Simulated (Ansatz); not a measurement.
Cost and result by functional for the surface energy of the (0001) surface of hcp Mg in its 1x1 cell, outermost plane spacing 2.59 Å in the ideal cut, in Ansatz (plane waves, PAW). Single points on the PBE structure, on one kind of machine; costs are rough ratios of the slab run's core time (references not counted) to the cheapest single point. r2SCAN's cost holds its higher cutoff (500 against 420 eV). Differences are taken against r2SCAN for comparison alone: no measured value is at hand, so the table doesn't rank accuracy.

Set-up: 5 atoms, 10.4 Å thick at the start (thin: gaps and levels are the slab's own); mesh 13x13x1; 0.1 eV smearing; dipole correction on; all atoms relaxed; held to the start's symmetry, so lower structures may exist; no spin, no spin-orbit, no U. These notes are the PBE run's.

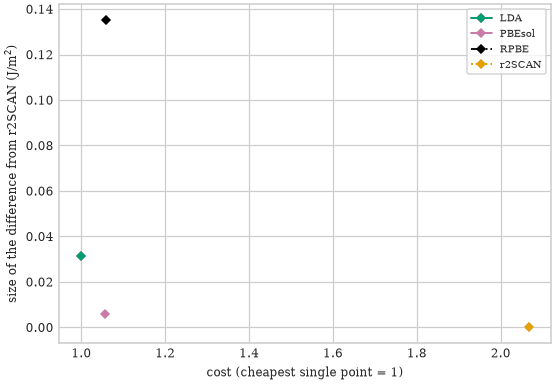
Figure: Difference from r2SCAN against cost

```json
[
 {"functional": "LDA", "relative cost": "1", "surface energy (J/m²)": "0.63", "less r2SCAN (J/m²)": "0.03"},
 {"functional": "PBEsol", "relative cost": "1", "surface energy (J/m²)": "0.60", "less r2SCAN (J/m²)": "0.01"},
 {"functional": "RPBE", "relative cost": "1", "surface energy (J/m²)": "0.46", "less r2SCAN (J/m²)": "-0.14"},
 {"functional": "r2SCAN", "relative cost": "2", "surface energy (J/m²)": "0.60", "less r2SCAN (J/m²)": "0.00"},
 {"functional": "PBE (the relaxed run's value)", "relative cost": "–", "surface energy (J/m²)": "0.53", "less r2SCAN (J/m²)": "-0.07"}
]
```

The values span 0.17 J/m², while the single points' costs differ by a factor of roughly 2. Differences are of unrounded values.

Ansatz is a first-principles code.
